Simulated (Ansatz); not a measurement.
# Run report: GeH5O4F, geometry relaxation (part 2 of 2)

GeH5O4F; RKS PBE-D4/def2-SVP (Ansatz 0.2.0). It belongs to a series of runs on one base structure; here: end point A relaxed.

Geometry of the input (Å):
```
Ge -0.1508  -0.0564  0.0014
F  -0.3047  -0.1283  1.7138
O  1.5749  -0.1028  -0.4402
H  1.7546  -0.9835  -0.8258
O  -1.0285  1.3248  -0.6621
H  -1.8010  0.9728  -1.1482
O  -0.8884  -1.5736  -0.5927
H  -1.2637  -2.0753  0.1561
O  1.4417  2.0358  1.3646
H  2.0882  1.4589  0.9079
H  1.0908  1.4314  2.0668
```

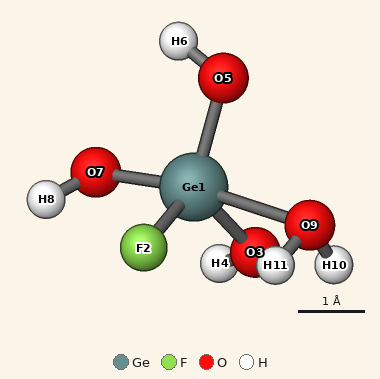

Fig. 1: The geometry at step 5 of the log (ball-and-stick view, seen at a tilt; atoms are numbered from 1 in the order of the input).

**Trajectory as extended XYZ (Å, eV, eV/Å), 9 frames, from step=1 to step=9**
```
11
Properties=species:S:1:pos:R:3:forces:R:3 step=1 energy=-67472.53445
Ge   -0.1508   -0.0564    0.0014    0.1539   0.2453  -1.0767
F    -0.3047   -0.1283    1.7138   -0.1132  -0.1077   1.1851
O     1.5749   -0.1028   -0.4402   -0.0152  -0.0257   0.0057
H     1.7546   -0.9835   -0.8258    0.0210   0.0073   0.0037
O    -1.0285    1.3248   -0.6621    0.0118  -0.0148  -0.0188
H    -1.8010    0.9728   -1.1482    0.0171   0.0032   0.0126
O    -0.8884   -1.5736   -0.5927    0.0174   0.0192  -0.0158
H    -1.2637   -2.0753    0.1561    0.0043   0.0014   0.0100
O     1.4417    2.0358    1.3646   -0.3466  -0.5349   0.2955
H     2.0882    1.4589    0.9079   -0.0013   0.0031  -0.0005
H     1.0908    1.4314    2.0668    0.2508   0.4035  -0.4008
11
Properties=species:S:1:pos:R:3:forces:R:3 step=2 energy=-67472.57304
Ge   -0.1348   -0.0377    0.0194    0.2835   0.5068  -0.3318
F    -0.3005   -0.1401    1.7498   -0.1639  -0.2500   0.6437
O     1.5897   -0.1010   -0.4251    0.0865  -0.2037  -0.0942
H     1.7615   -0.9805   -0.8168    0.0126   0.0016  -0.0178
O    -1.0099    1.3450   -0.6433   -0.0792  -0.0134  -0.0690
H    -1.7796    0.9929   -1.1337    0.0140  -0.0018   0.0063
O    -0.8744   -1.5472   -0.5925   -0.0183  -0.0291  -0.0064
H    -1.2508   -2.0571    0.1508    0.0138   0.0195  -0.0013
O     1.3082    1.9592    1.2450    0.3559  -1.2249   0.8317
H     2.0838    1.4355    0.9046   -0.5406   0.4478   0.0010
H     1.1200    1.4349    2.0836    0.0357   0.7472  -0.9623
11
Properties=species:S:1:pos:R:3:forces:R:3 step=3 energy=-67472.64126
Ge   -0.0702   -0.0314    0.0757    0.1021   0.5436   0.0088
F    -0.2653   -0.2465    1.8149   -0.0240  -0.1490   0.1760
O     1.6467   -0.1774   -0.3968    0.0725  -0.1671  -0.0462
H     1.7671   -1.0521   -0.8218   -0.0057   0.0996   0.0563
O    -0.9172    1.3910   -0.5447   -0.2498  -0.0792  -0.1826
H    -1.6892    1.0679   -1.0525    0.0124  -0.0257  -0.0120
O    -0.8614   -1.4889   -0.6046   -0.0296  -0.0443   0.0238
H    -1.2459   -2.0227    0.1181    0.0243   0.0390  -0.0208
O     1.1529    1.9365    1.1331    0.4675  -1.2368   0.7921
H     1.9575    1.4541    0.8053   -0.3067   0.4158  -0.0186
H     1.0380    1.4732    2.0149   -0.0631   0.6041  -0.7769
11
Properties=species:S:1:pos:R:3:forces:R:3 step=4 energy=-67472.71203
Ge   -0.0601    0.0174    0.0973    0.3522   0.4630   0.1181
F    -0.2798   -0.2572    1.8397   -0.0668  -0.1311  -0.0485
O     1.6687   -0.1710   -0.3880   -0.1882  -0.1692  -0.0267
H     1.7686   -1.0503   -0.8070   -0.0462   0.0812   0.0168
O    -0.9565    1.4063   -0.5588   -0.1347  -0.1810  -0.0953
H    -1.7057    1.0451   -1.0771    0.0870  -0.0358   0.0386
O    -0.8407   -1.4475   -0.5953   -0.0267  -0.0216  -0.0050
H    -1.2279   -1.9827    0.1241    0.0244   0.0363   0.0047
O     1.0970    1.8213    1.0960    0.6867  -0.4936   0.3643
H     1.9767    1.4689    0.7994   -0.4079   0.2432  -0.1496
H     1.0727    1.4533    2.0114   -0.2797   0.2084  -0.2174
11
Properties=species:S:1:pos:R:3:forces:R:3 step=5 energy=-67472.71673
Ge   -0.0191    0.1257    0.1211   -0.3607  -1.0325  -0.4425
F    -0.2978   -0.2385    1.8419    0.0675   0.1463   0.1570
O     1.6603   -0.1891   -0.4280    0.2563   0.3739   0.1532
H     1.6830   -1.0589   -0.8700   -0.1774  -0.0364   0.0115
O    -0.9998    1.3999   -0.6169    0.1408   0.4177   0.1155
H    -1.7059    0.9564   -1.1238   -0.0052  -0.1832   0.0028
O    -0.8070   -1.3874   -0.5586    0.1261   0.3543   0.0927
H    -1.1524   -1.9326    0.1741    0.0343   0.0874   0.0129
O     1.1215    1.7903    1.1314    0.0322  -0.2872   0.0102
H     2.0024    1.4564    0.8509    0.0534   0.0481  -0.2020
H     1.0278    1.3816    2.0194   -0.1674   0.1116   0.0886
11
Properties=species:S:1:pos:R:3:forces:R:3 step=6 energy=-67472.75257
Ge   -0.0256    0.0816    0.1161   -0.0132   0.1256   0.0969
F    -0.2802   -0.2512    1.8501   -0.0158  -0.0087   0.0282
O     1.6687   -0.1746   -0.4072    0.2061  -0.0107  -0.0415
H     1.7070   -1.0419   -0.8558   -0.0306   0.0130   0.0006
O    -0.9762    1.4030   -0.5852   -0.0567   0.1363  -0.0311
H    -1.6904    0.9783   -1.1017    0.0380  -0.0514   0.0273
O    -0.8073   -1.3842   -0.5654   -0.1493  -0.2440  -0.0919
H    -1.1703   -1.9198    0.1651    0.0019   0.0017  -0.0075
O     1.0995    1.7698    1.0970    0.1220  -0.0846   0.1256
H     1.9777    1.4245    0.8197    0.0112   0.0487  -0.1203
H     1.0102    1.4183    2.0090   -0.1135   0.0739   0.0138
11
Properties=species:S:1:pos:R:3:forces:R:3 step=7 energy=-67472.75753
Ge   -0.0258    0.0771    0.1152    0.0111  -0.0283   0.0016
F    -0.2795   -0.2510    1.8509   -0.0141  -0.0127  -0.0160
O     1.6786   -0.1748   -0.4076   -0.0293  -0.0014   0.0087
H     1.7123   -1.0375   -0.8649   -0.0138  -0.0084  -0.0071
O    -0.9747    1.4071   -0.5818    0.0029   0.0207   0.0027
H    -1.6870    0.9779   -1.0969    0.0020  -0.0415   0.0024
O    -0.8200   -1.3975   -0.5695    0.0257   0.0525  -0.0243
H    -1.1825   -1.9309    0.1625    0.0049   0.0064   0.0270
O     1.1054    1.7718    1.0971    0.0693  -0.0596   0.0736
H     1.9833    1.4232    0.8225   -0.0099   0.0301  -0.0505
H     1.0029    1.4385    2.0143   -0.0488   0.0423  -0.0182
11
Properties=species:S:1:pos:R:3:forces:R:3 step=8 energy=-67472.75846
Ge   -0.0257    0.0773    0.1189    0.0039  -0.0265   0.0032
F    -0.2898   -0.2625    1.8503    0.0173   0.0331  -0.0201
O     1.6777   -0.1779   -0.4052   -0.0191   0.0172   0.0185
H     1.7056   -1.0360   -0.8713   -0.0122  -0.0136  -0.0058
O    -0.9763    1.4054   -0.5804    0.0132   0.0246   0.0087
H    -1.6823    0.9697   -1.0990   -0.0009  -0.0328   0.0056
O    -0.8202   -1.3931   -0.5713    0.0077   0.0141  -0.0349
H    -1.1794   -1.9281    0.1614    0.0030   0.0031   0.0168
O     1.1086    1.7708    1.0977    0.0247  -0.0447   0.0274
H     1.9862    1.4237    0.8206   -0.0104   0.0137  -0.0253
H     1.0087    1.4545    2.0201   -0.0272   0.0119   0.0059
11
Properties=species:S:1:pos:R:3:forces:R:3 step=9 energy=-67472.75898
Ge   -0.0238    0.0801    0.1189   -0.0045  -0.0222   0.0079
F    -0.2886   -0.2557    1.8504   -0.0013   0.0016  -0.0077
O     1.6773   -0.1798   -0.4064    0.0045   0.0081   0.0086
H     1.6989   -1.0367   -0.8756   -0.0055  -0.0022  -0.0010
O    -0.9763    1.4048   -0.5834   -0.0001   0.0215   0.0021
H    -1.6815    0.9606   -1.0963    0.0000  -0.0126   0.0026
O    -0.8193   -1.3894   -0.5738    0.0027   0.0092  -0.0061
H    -1.1748   -1.9246    0.1607   -0.0006  -0.0032   0.0051
O     1.1090    1.7666    1.1004    0.0065   0.0023  -0.0095
H     1.9863    1.4207    0.8221    0.0047   0.0045   0.0018
H     1.0059    1.4571    2.0246   -0.0064  -0.0071  -0.0038
```

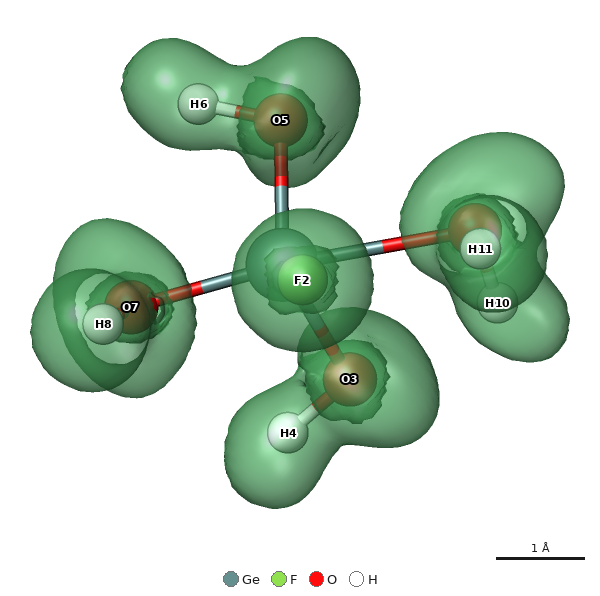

Fig. 2: Isosurface of the electron localisation function at 0.75 (green), seen at a tilt. Core shells and regions of very low density are left out. Values along the shortest contacts: Ge–O (1.78 Å): the ELF peaks at about 0.85 in the valence shell of O, 0.6 Å from its nucleus, and is about 0.35 at the midpoint. Ge–F (1.78 Å): the ELF peaks at about 0.80 in the valence shell of F, 0.6 Å from its nucleus, and is about 0.25 at the midpoint.

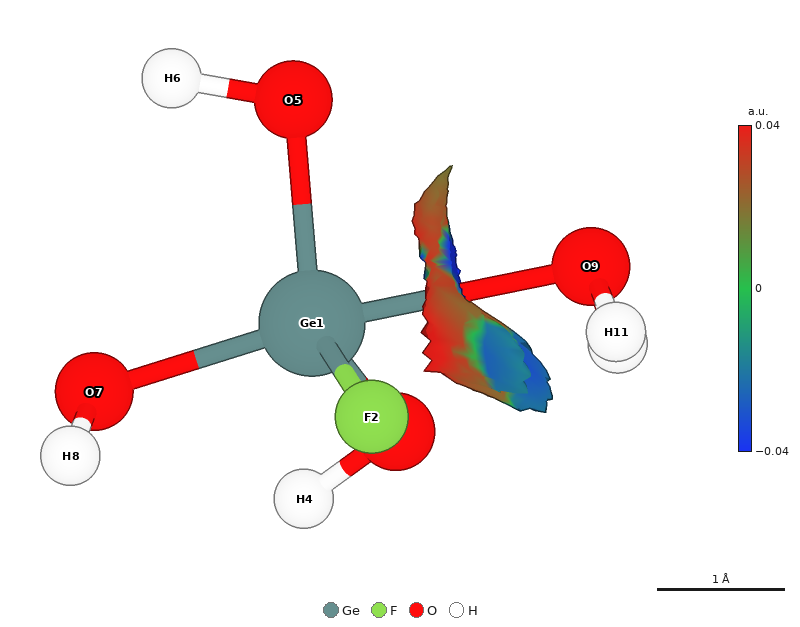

Fig. 3: Non-covalent interaction (NCI) plot: the surface where the reduced density gradient is 0.5, for densities under 0.05 a.u., coloured by sign(λ₂)ρ; seen at a tilt.
